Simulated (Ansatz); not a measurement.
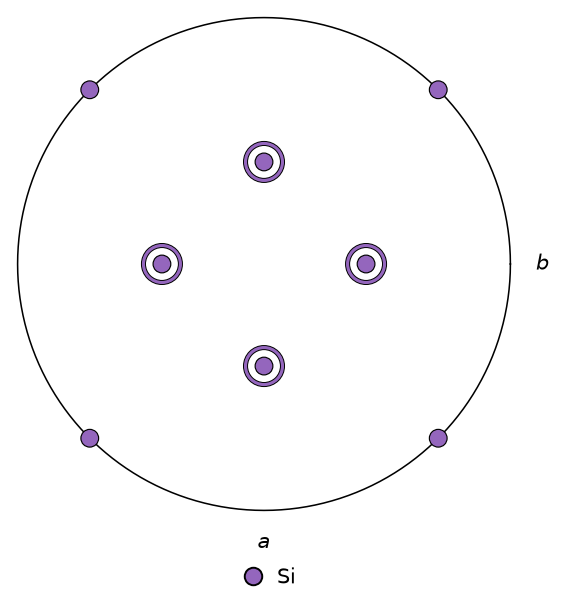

Crystal: KSi₃, the end point of a relaxation with Ansatz 0.2.0, DFT PBE, scalar-relativistic, plane waves, PAW; the starting structure was generated, so it need not be a known form of this composition. Directions from one potassium atom at (0, 0, 0) to its bonded neighbours, in stereographic projection down c (filled: above the plane of the page or in it, open: below). Geometry calculated from the standardised cell; symmetry tolerance 0.002 Å.

Neighbours are counted up to 3.83 Å for Si.

```yaml
crystal:
  lattice:
    - [4.29344, 0.00000, 0.00000]
    - [0.00000, 4.29344, 0.00000]
    - [0.00000, 0.00000, 4.29344]
  atoms:
    - { symbol: K, position: [0.00000, 0.00000, 0.00000] }
    - { symbol: Si, position: [0.50000, 0.50000, 0.00000] }
    - { symbol: Si, position: [0.50000, 0.00000, 0.50000] }
    - { symbol: Si, position: [0.00000, 0.50000, 0.50000] }
```

### How many neighbours are there, and at what angles?

12: 12 Si at 3.04 Å. Angles between bonds: 60° (24×), 90° (12×), 120° (24×), 180° (6×).

### What is the site's symmetry in the crystal?

Point group m-3m (Oh), order 48: three fourfold axes, four threefold axes, six twofold axes, nine mirror planes, an inversion centre. In No. 221, Pm-3m this is Wyckoff position 1a.
